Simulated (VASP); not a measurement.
# A VASP study of GaSb2 (BEEF-vdW): structure first, properties next, part 2 of 4

Wanted: the relaxed cell of GaSb2 and its properties. The cell is invented: other elements were put on sites of a known structure type. It may not be a known or stable phase. The atoms of the start are displaced at random from the sites of a P6/mmm cell.

VASP 6.6.1; BEEF-vdW; plane waves and PAW (Ga_d, Sb); invented cell.

Still holding for the runs below: This run has no spin polarisation. Its electron count is odd, so without a moment it is a metal by construction. The k-mesh is coarse for a metal.

So far. Step 2 (Rough relaxation of the start cell): It ends with a largest force of 0.023 eV/Å and a pressure of 0.02 GPa.

## Step 3: Full relaxation (BEEF-vdW)

Properties are meant for the cell that this level of theory prefers, so cell and atoms are relaxed first (ISIF = 3) until forces and stress are small; EDIFFG sets the threshold.

Input file INCAR:

```
SYSTEM = GaSb2
PREC = Accurate
ENCUT = 400
EDIFF = 1E-06
NELM = 100
ISMEAR = -1
SIGMA = 0.05
LREAL = .FALSE.
ALGO = Normal
GGA = BF
LUSE_VDW = .TRUE.
ZAB_VDW = -1.8867
LASPH = .TRUE.
NBANDS = 17
LORBIT = 11
LWAVE = .FALSE.
LCHARG = .FALSE.
IBRION = 2
NSW = 60
ISIF = 3
EDIFFG = -0.01
```

Input file POSCAR:

```
GaSb2
1.0
    5.3067965970     -0.0029038403     -0.0035549286
   -2.6559207302      4.5933347736      0.0051000560
   -0.0028617070      0.0032775844      3.3104987109
Ga Sb
1 2
Direct
    0.0011512423      0.9975641072      0.0026713632
    0.3310168894      0.6650460277      0.4983198279
    0.6636048684      0.3336448652      0.5027728090
```

Input file KPOINTS:

```
Automatic mesh
0
Gamma
5 5 7
0 0 0
```

The projector-augmented-wave data sets are Ga_d and Sb (PBE family, release 64).

On the command line:

```bash
$ mpirun -np 1 vasp_std
```

The log of the run:

```text
[banner, memory and clock lines left out]
running    1 mpi-ranks, on    1 nodes
 distrk:  each k-point on    1 cores,    1 groups
 distr:  one band on    1 cores,    1 groups

 POSCAR found type information on POSCAR GaSb
 POSCAR found :  2 types and       3 ions

     **************************************************************************
     Initializing libbeef V0.1.3 with the BEEF-vdW functional.
     **************************************************************************

 [... a notice as in an earlier step ...]

 [... a notice as in an earlier step ...]

 LDA part: xc-table for (Slater+PW92), standard interpolation
 POSCAR, INCAR and KPOINTS ok, starting setup
 FFT: planning ... GRIDC
 FFT: planning ... GRID_SOFT
 FFT: planning ... GRID
 WAVECAR not read
 entering main loop
       N       E                     dE             d eps       ncg     rms          rms(c)
DAV:   1     0.107925941418E+03    0.10793E+03   -0.89581E+03  3064   0.126E+03
DAV:   2     0.442491289936E+01   -0.10350E+03   -0.10153E+03  3586   0.272E+02
DAV:   3    -0.303006484903E+01   -0.74550E+01   -0.73450E+01  3727   0.691E+01
DAV:   4    -0.318449200304E+01   -0.15443E+00   -0.15409E+00  3444   0.100E+01
DAV:   5    -0.318823062987E+01   -0.37386E-02   -0.37379E-02  4208   0.157E+00    0.236E+00
DAV:   6    -0.318501477780E+01    0.32159E-02   -0.25607E-02  3602   0.195E+00    0.136E+00
DAV:   7    -0.318884991888E+01   -0.38351E-02   -0.16349E-02  3286   0.119E+00    0.110E-01
DAV:   8    -0.318918004041E+01   -0.33012E-03   -0.15724E-03  3873   0.469E-01    0.663E-02
DAV:   9    -0.318932200676E+01   -0.14197E-03   -0.25876E-04  3170   0.104E-01    0.124E-02
DAV:  10    -0.318933154277E+01   -0.95360E-05   -0.21697E-05  3477   0.305E-02    0.825E-03
DAV:  11    -0.318933237269E+01   -0.82991E-06   -0.30931E-06  3129   0.176E-02
   1 F= -.31893324E+01 E0= -.31809390E+01  d E =-.318933E+01
 curvature:   0.00 expect dE= 0.000E+00 dE for cont linesearch  0.000E+00
 trial: gam= 0.00000 g(F)=  0.253E-03 g(S)=  0.170E+00 ort = 0.000E+00 (trialstep = 0.100E+01)
 search vector abs. value=  0.170E+00
 bond charge predicted
       N       E                     dE             d eps       ncg     rms          rms(c)
DAV:   1    -0.368882286888E+01   -0.49949E+00   -0.99039E+00  3294   0.274E+01    0.370E+00
DAV:   2    -0.343610518306E+01    0.25272E+00   -0.46958E-01  3610   0.824E+00    0.211E+00
DAV:   3    -0.331440540379E+01    0.12170E+00   -0.11867E-01  3640   0.326E+00    0.319E-01
DAV:   4    -0.331259702155E+01    0.18084E-02   -0.17879E-02  3139   0.119E+00    0.826E-02
DAV:   5    -0.331250226339E+01    0.94758E-04   -0.62730E-04  3933   0.229E-01    0.352E-02
DAV:   6    -0.331249400564E+01    0.82577E-05   -0.39273E-05  3260   0.495E-02    0.599E-03
DAV:   7    -0.331249486585E+01   -0.86021E-06   -0.22251E-06  2988   0.111E-02
   2 F= -.33124949E+01 E0= -.33051696E+01  d E =-.123162E+00
[... from here on, the cycles between the ionic steps are left out ...]
   3 F= -.33255563E+01 E0= -.33180186E+01  d E =-.136224E+00
   4 F= -.33254952E+01 E0= -.33179727E+01  d E =-.136163E+00
   5 F= -.33304990E+01 E0= -.33225683E+01  d E =-.500383E-02
   6 F= -.33305236E+01 E0= -.33226138E+01  d E =-.502846E-02
   7 F= -.33308630E+01 E0= -.33229969E+01  d E =-.339353E-03
   8 F= -.33308624E+01 E0= -.33229908E+01  d E =-.338774E-03
   9 F= -.33308635E+01 E0= -.33229933E+01  d E =-.339892E-03
  10 F= -.33309199E+01 E0= -.33230557E+01  d E =-.564405E-04
  11 F= -.33310453E+01 E0= -.33231960E+01  d E =-.181820E-03
  12 F= -.33311043E+01 E0= -.33232755E+01  d E =-.240820E-03
 curvature:  -4.79 expect dE=-0.489E-03 dE for cont linesearch -0.117E-04
 ZBRENT: bracketing found
 ZBRENT: interpolating
 opt :   8.5704  next Energy=    -3.331116 (dE=-0.252E-03)
 bond charge predicted
       N       E                     dE             d eps       ncg     rms          rms(c)
DAV:   1    -0.333110723852E+01   -0.25223E-05   -0.24208E-02  3171   0.996E-01    0.364E-02
DAV:   2    -0.333112462425E+01   -0.17386E-04   -0.47147E-04  3301   0.181E-01    0.221E-02
DAV:   3    -0.333111320599E+01    0.11418E-04   -0.57295E-05  3552   0.918E-02    0.373E-03
DAV:   4    -0.333111290896E+01    0.29703E-06   -0.69794E-06  2655   0.323E-02
  13 F= -.33311129E+01 E0= -.33232784E+01  d E =-.249404E-03
 curvature:  -4.74 expect dE=-0.808E-04 dE for cont linesearch -0.967E-05
 trial: gam= 0.02148 g(F)=  0.380E-05 g(S)=  0.132E-04 ort = 0.110E-04 (trialstep = 0.255E+01)
 search vector abs. value=  0.175E-04
 reached required accuracy - stopping structural energy minimisation
```

It took 15 min on 1 MPI rank of AMD EPYC 7R43, shared host; peak memory 0.41 GiB.

Parts of OUTCAR (step 3):

```text
  LATTYP: Found a triclinic cell.
 ALAT       =     9.1837694967
 B/A-ratio  =     0.5771995897
 C/A-ratio  =     1.0647795650
 COS(alpha) =     0.0000603586
 COS(beta)  =     0.4710540584
 COS(gamma) =     0.8657023680

The static configuration has the point symmetry C_1 .

 Found     88 irreducible k-points:

   k-points           NKPTS =     88   k-points in BZ     NKDIM =     88   number of bands    NBANDS=     17

   dimension x,y,z NGX =    36 NGY =   36 NGZ =   24
   dimension x,y,z NGXF=    72 NGYF=   72 NGZF=   48

   ENCUT  =  400.0 eV  29.40 Ry    5.42 a.u.   8.65  8.65  5.40*2*pi/ulx,y,z

   NELECT =      23.0000    total number of electrons

 E-fermi :   6.3035

 k-point     1 :       0.0000    0.0000    0.0000
  band No.  band energies     occupation
    ...
      8       1.1109      2.00000
      9       2.6995      2.00000
     10       2.7006      2.00000
     11       4.1739      2.00000
     12       4.1758      2.00000
     13       9.5276      0.00000
     14      12.5011      0.00000
     15      12.5114      0.00000
     16      12.6533      0.00000
     17      13.2407      0.00000

 k-point     2 :       0.2000    0.0000    0.0000
  band No.  band energies     occupation
    ...
      8       0.4669      2.00000
      9       2.1378      2.00000
     10       3.1883      2.00000
     11       5.2316      2.00000
     12       5.8622      1.99971
     13       9.7537      0.00000
     14      10.6325      0.00000
     15      11.6896      0.00000
     16      12.2973      0.00000
     17      13.4942      0.00000

Total vdW correction in eV:      4.6192572

  Total        0.0118411      0.0195706     -0.0172698      0.0004277      0.0006316     -0.0003996
  in kB        0.2320113      0.3834623     -0.3383813      0.0083809      0.0123753     -0.0078296
  external PRESSURE =       0.0923641 kB  Pullay stress =       0.0000000 kB

  energy-cutoff  :      400.00
  volume of cell :       81.77
      direct lattice vectors                 reciprocal lattice vectors
     5.490166073 -0.000863613 -0.004008326     0.182160468  0.105264810  0.000078660
    -2.745842724  4.751669530  0.005164946     0.000032943  0.210471628 -0.000225702
    -0.003296473  0.003362083  3.134732147     0.000232871 -0.000212184  0.319006995

 POSITION                                       TOTAL-FORCE (eV/Angst)
 -----------------------------------------------------------------------------------
      2.74188      4.74390      0.01063        -0.004914      0.001746      0.002637
     -0.00746      3.16376      1.56587         0.003658     -0.002926      0.001537
      2.73799      1.57953      1.57234         0.001256      0.001180     -0.004175
 -----------------------------------------------------------------------------------
    total drift:                               -0.001714     -0.000314      0.004103

  FREE ENERGIE OF THE ION-ELECTRON SYSTEM (eV)
  ---------------------------------------------------
  free  energy   TOTEN  =        -3.3311129090 eV

  energy  without entropy=       -3.3154439307  energy(sigma->0) =       -3.32327842

Total vdW correction in eV:      4.6192487

 total charge
# of ion       s       p       d       tot
------------------------------------------
    1        1.168   0.353   9.935  11.456
    2        1.241   1.086   0.035   2.362
    3        1.241   1.086   0.035   2.362
--------------------------------------------------
tot          3.650   2.525  10.005  16.180

[... 2 parts as in an earlier step ...]

[... 7 further parts left out ...]
```

Step by step:

| step | energy less that of the first step (eV) | largest force (eV/Å) | pressure (GPa) | volume (Å³) |
| --- | --- | --- | --- | --- |
| 1 | 0.0000 | 0.0576 | 1.10 | 80.67 |
| 2 | -0.1232 | 0.0325 | -0.42 | 82.74 |
| 3 | -0.1362 | 0.0307 | -0.82 | 83.51 |
| 4 | -0.1362 | 0.0308 | -0.80 | 83.46 |
| 5 | -0.1412 | 0.0277 | -0.06 | 81.76 |
| 6 | -0.1412 | 0.0282 | -0.10 | 81.87 |
| 7 | -0.1415 | 0.0244 | 0.06 | 81.60 |
| 8 | -0.1415 | 0.0257 | -0.01 | 81.62 |
| 9 | -0.1415 | 0.0244 | 0.02 | 81.61 |
| 10 | -0.1416 | 0.0220 | -0.03 | 81.63 |
| 11 | -0.1417 | 0.0140 | -0.03 | 81.69 |
| 12 | -0.1418 | 0.0060 | -0.08 | 81.80 |
| 13 | -0.1418 | 0.0058 | 0.01 | 81.77 |

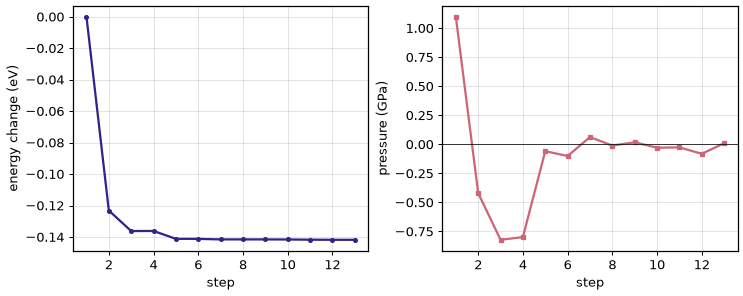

Energy and pressure along the relaxation.

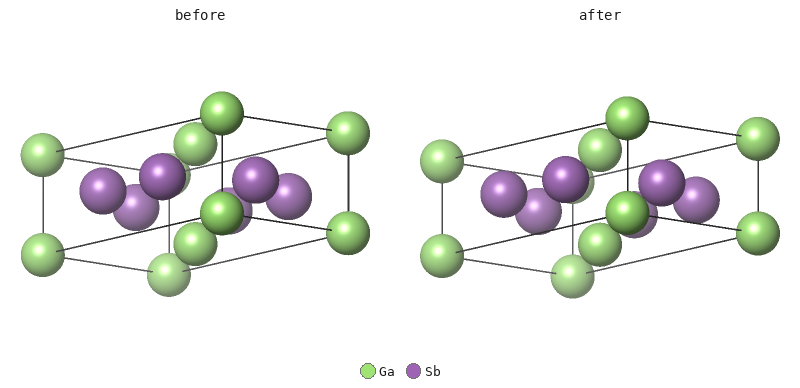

The structure before and after the relaxation, drawn at the same scale.

| cell as run | before | after | change |
| --- | --- | --- | --- |
| a (Å) | 5.307 | 5.490 | +3.5 % |
| b (Å) | 5.306 | 5.488 | +3.4 % |
| c (Å) | 3.311 | 3.135 | -5.3 % |
| β (°) | 90.09 | 90.10 | +0.0 % |
| γ (°) | 120.07 | 120.03 | -0.0 % |
| volume (Å³/atom) | 26.89 | 27.26 | +1.4 % |

The atoms that moved most (Å, as changes of fractional coordinates times the final cell):

| atom | dx | dy | dz | length |
| --- | --- | --- | --- | --- |
| Ga1 | -0.015 | 0.005 | 0.001 | 0.016 |
| Sb3 | 0.012 | -0.007 | -0.003 | 0.015 |

The relaxed structure:

```cif
data_structure
_symmetry_space_group_name_H-M 'P 1'
_symmetry_Int_Tables_number 1
_cell_length_a 5.4902
_cell_length_b 5.4880
_cell_length_c 3.1347
_cell_angle_alpha 89.863
_cell_angle_beta 90.102
_cell_angle_gamma 120.031
_cell_volume 81.77
loop_
_atom_site_label
_atom_site_type_symbol
_atom_site_fract_x
_atom_site_fract_y
_atom_site_fract_z
_atom_site_occupancy
Ga1 Ga 0.99883 0.99854 0.00302 1
Sb2 Sb 0.33180 0.66553 0.49885 1
Sb3 Sb 0.66515 0.33218 0.50189 1
```

This step gave:

```
irreducible k-points            : 88
free energy (TOTEN)             : -3.331 eV
energy at zero smearing         : -3.323 eV
Fermi energy                    : 6.303 eV
pressure                        : 0.009236 GPa
SCF cycles over all ionic steps : 75
```

It ends with a largest force of 0.006 eV/Å and a pressure of 0.01 GPa.

## Step 4: Second relaxation

The basis stayed that of the start cell while the cell moved. A rerun from the cell reached resets it; the error of the finite cutoff stays.

INCAR is that of step 3.

Input file POSCAR:

```
GaSb2
1.0
    4.7544320500     -2.7432402800      0.0000000000
    4.7544320500      2.7432402800      0.0000000000
   -0.0075596800      0.0000000000      3.1347265700
Ga Sb
1 2
Direct
    0.9988288120      0.9988288120      0.0030234800
    0.3318201460      0.3318201460      0.4988508710
    0.6651687300      0.6651687300      0.5018896490
```

KPOINTS is that of step 3.

The cell reached was symmetrised within 0.01 Å before this step, which raises the operations from 1 to 2, which the run then keeps.

On the command line:

```bash
$ mpirun -np 1 vasp_std
```

The log of the run:

```text
[... set-up lines as in an earlier step ...]
 entering main loop
       N       E                     dE             d eps       ncg     rms          rms(c)
DAV:   1     0.109152437434E+03    0.10915E+03   -0.89105E+03  1879   0.126E+03
DAV:   2     0.451665259717E+01   -0.10464E+03   -0.10261E+03  2215   0.276E+02
DAV:   3    -0.314803888816E+01   -0.76647E+01   -0.75844E+01  2276   0.700E+01
DAV:   4    -0.332286440668E+01   -0.17483E+00   -0.17336E+00  2107   0.107E+01
DAV:   5    -0.332695385717E+01   -0.40895E-02   -0.40880E-02  2488   0.161E+00    0.230E+00
DAV:   6    -0.332683190981E+01    0.12195E-03   -0.25202E-02  2270   0.194E+00    0.132E+00
DAV:   7    -0.333205134040E+01   -0.52194E-02   -0.14491E-02  1958   0.116E+00    0.113E-01
DAV:   8    -0.333240547875E+01   -0.35414E-03   -0.12855E-03  2343   0.432E-01    0.749E-02
DAV:   9    -0.333255320633E+01   -0.14773E-03   -0.22231E-04  1969   0.112E-01    0.156E-02
DAV:  10    -0.333257200060E+01   -0.18794E-04   -0.36950E-05  2004   0.464E-02    0.106E-02
DAV:  11    -0.333257178089E+01    0.21971E-06   -0.25268E-06  1911   0.138E-02
   1 F= -.33325718E+01 E0= -.33247420E+01  d E =-.333257E+01
 curvature:   0.00 expect dE= 0.000E+00 dE for cont linesearch  0.000E+00
 trial: gam= 0.00000 g(F)=  0.286E-05 g(S)=  0.998E-04 ort = 0.000E+00 (trialstep = 0.100E+01)
 search vector abs. value=  0.103E-03
 bond charge predicted
       N       E                     dE             d eps       ncg     rms          rms(c)
DAV:   1    -0.333320629312E+01   -0.63429E-03   -0.10035E-02  2314   0.117E+00    0.142E-01
DAV:   2    -0.333275037494E+01    0.45592E-03   -0.10075E-03  2172   0.419E-01    0.667E-02
DAV:   3    -0.333262706572E+01    0.12331E-03   -0.19819E-04  2326   0.165E-01    0.134E-02
DAV:   4    -0.333261944417E+01    0.76216E-05   -0.13702E-05  2080   0.409E-02    0.602E-03
DAV:   5    -0.333261933569E+01    0.10848E-06   -0.13804E-06  1051   0.127E-02
   2 F= -.33326193E+01 E0= -.33247605E+01  d E =-.475548E-04
 trial-energy change:   -0.000048  1 .order   -0.000042   -0.000103    0.000018
 step:   0.8796(harm=  0.8529)  dis= 0.00019  next Energy=    -3.332620 (dE=-0.486E-04)
 reached required accuracy - stopping structural energy minimisation
```

Elapsed: 2 min, on 1 MPI rank; peak memory 0.35 GiB.

Parts of OUTCAR (step 4):

```text
  LATTYP: Found a base centered monoclinic cell.
 ALAT       =     9.5088641000
 B/A-ratio  =     0.5769859052
 C/A-ratio  =     0.3296645795
 COS(beta)  =    -0.0024115845

 Subroutine GETGRP returns: Found  2 space group operations
 (whereof  2 operations were pure point group operations)

The static configuration has the point symmetry C_1h.

 Found     54 irreducible k-points:

   k-points           NKPTS =     54   k-points in BZ     NKDIM =     54   number of bands    NBANDS=     17

   dimension x,y,z NGX =    36 NGY =   36 NGZ =   20
   dimension x,y,z NGXF=    72 NGYF=   72 NGZF=   40

   ENCUT  =  400.0 eV  29.40 Ry    5.42 a.u.   8.95  8.95  5.11*2*pi/ulx,y,z

   NELECT =      23.0000    total number of electrons

 E-fermi :   6.3236

 k-point     1 :       0.0000    0.0000    0.0000
  band No.  band energies     occupation
    ...
      8       1.1269      2.00000
      9       2.7106      2.00000
     10       2.7107      2.00000
     11       4.1855      2.00000
     12       4.1861      2.00000
     13       9.5679      0.00000
     14      12.5292      0.00000
     15      12.5354      0.00000
     16      12.7005      0.00000
     17      13.2762      0.00000

 k-point     2 :       0.2000    0.0000    0.0000
  band No.  band energies     occupation
    ...
      8       0.4803      2.00000
      9       2.1471      2.00000
     10       3.1994      2.00000
     11       5.2444      2.00000
     12       5.8783      1.99973
     13       9.7945      0.00000
     14      10.6557      0.00000
     15      11.7126      0.00000
     16      12.3434      0.00000
     17      13.5304      0.00000

Total vdW correction in eV:      4.6161136

  Total        0.0020536      0.0090007      0.0144685      0.0000000      0.0000000     -0.0021198
  in kB        0.0403137      0.1766880      0.2840232      0.0000000      0.0000000     -0.0416126
  external PRESSURE =       0.1670083 kB  Pullay stress =       0.0000000 kB

  energy-cutoff  :      400.00
  volume of cell :       81.62
      direct lattice vectors                 reciprocal lattice vectors
     4.752346036 -2.742500120 -0.000127788     0.105211201 -0.182315398  0.000256740
     4.752346036  2.742500120 -0.000127788     0.105211201  0.182315398  0.000256740
    -0.007640618  0.000000000  3.131099777     0.000008588  0.000000000  0.319376621

 POSITION                                       TOTAL-FORCE (eV/Angst)
 -----------------------------------------------------------------------------------
      9.49331      0.00000      0.00920        -0.003648      0.000000     -0.000077
      3.15025      0.00000      1.56201         0.002924      0.000000      0.002811
      6.31841      0.00000      1.57116         0.000724      0.000000     -0.002734
 -----------------------------------------------------------------------------------
    total drift:                                0.000267     -0.000000      0.000139

  FREE ENERGIE OF THE ION-ELECTRON SYSTEM (eV)
  ---------------------------------------------------
  free  energy   TOTEN  =        -3.3326193357 eV

  energy  without entropy=       -3.3169017029  energy(sigma->0) =       -3.32476052

Total vdW correction in eV:      4.6161203

 total charge
# of ion       s       p       d       tot
------------------------------------------
    1        1.167   0.354   9.936  11.457
    2        1.241   1.087   0.035   2.363
    3        1.241   1.087   0.035   2.363
--------------------------------------------------
tot          3.649   2.528  10.005  16.182

[... 1 part as in an earlier step ...]

[... 7 further parts left out ...]
```

CONTCAR:

```
GaSb2
   1.00000000000000
     4.7523460363113186   -2.7425001201731698   -0.0001277877141407
     4.7523460363113186    2.7425001201731698   -0.0001277877141407
    -0.0076406175120127    0.0000000000000000    3.1310997771049842
  Ga              Sb
     1     2
Direct
     0.9988045653858655    0.9988045653858655    0.0030211245213943
     0.3318426705084718    0.3318426705084718    0.4988964465682642
     0.6651704521056582    0.6651704521056582    0.5018464289103454
```

The run keeps the 2 symmetry operations of its start, so it cannot find a distortion of lower symmetry.

Relaxation path:

| step | energy less that of the first step (eV) | largest force (eV/Å) | pressure (GPa) | volume (Å³) |
| --- | --- | --- | --- | --- |
| 1 | 0.0000 | 0.0053 | -0.08 | 81.77 |
| 2 | 0.0000 | 0.0041 | 0.02 | 81.62 |

| cell as run | before | after | change |
| --- | --- | --- | --- |
| a (Å) | 5.489 | 5.487 | -0.0 % |
| b (Å) | 5.489 | 5.487 | -0.0 % |
| c (Å) | 3.135 | 3.131 | -0.1 % |
| volume (Å³/atom) | 27.26 | 27.21 | -0.2 % |

The relaxed structure:

```xyz
3
Lattice="4.7523 -2.7425 -0.0001 4.7523 2.7425 -0.0001 -0.0076 0.0000 3.1311" Properties=species:S:1:pos:R:3 pbc="T T T"
Ga    9.4933    0.0000    0.0092
Sb    3.1503    0.0000    1.5620
Sb    6.3184    0.0000    1.5712
```

This step gave:

| Quantity | Value |
| --- | --- |
| irreducible k-points | 54 |
| symmetry operations | 2 |
| free energy (TOTEN) | -3.333 eV |
| energy at zero smearing | -3.325 eV |
| Fermi energy | 6.324 eV |
| pressure | 0.01670 GPa |
| SCF cycles over all ionic steps | 16 |

It ends with a largest force of 0.004 eV/Å and a pressure of 0.02 GPa.

(Continued in part 3 of 4.)

[Lines on the potential files, build, host, timing and source positions are cut from VASP's logs without a mark.]

[Logs are printed without paths, hosts, clocks, repeated set-up lines and the standing remarks that a program may print on its own settings, such as how far it seeks lower states.]

[Hosts, paths, dates, database ids (printed as entryN), source tags and the programs' standing remarks are cut or masked in the printed files.]

[A measured line is paired with the nearest computed mode of its activity, which favours agreement.]
